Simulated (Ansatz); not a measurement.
These are PBE (plane waves to 420 eV, PAW; Ansatz, a first-principles code) values and carry that method's errors.

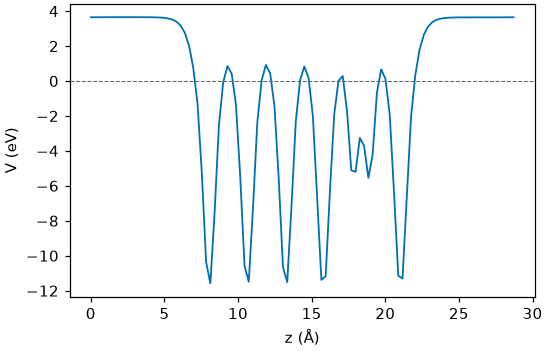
Planar average of the electrostatic potential across the slab, in eV from the Fermi level, for a constructed model of the (0001) surface of hcp Mg, a layer of Sn in place of the second plane (bottom of the slab: a bare face, its two planes held)

Model: 6-atom slab, 12.9 Å thick at the start, 13x13x1 mesh, Fermi-Dirac 0.1 eV, dipole correction, 2 atoms held, the rest relaxed; symmetry of the start imposed; no spin, no spin-orbit, no U. It is one candidate, not shown to be the stable structure of the face.

The vacuum level lies 3.64 eV above the Fermi level over the top face and 3.65 eV above it under the bottom face.
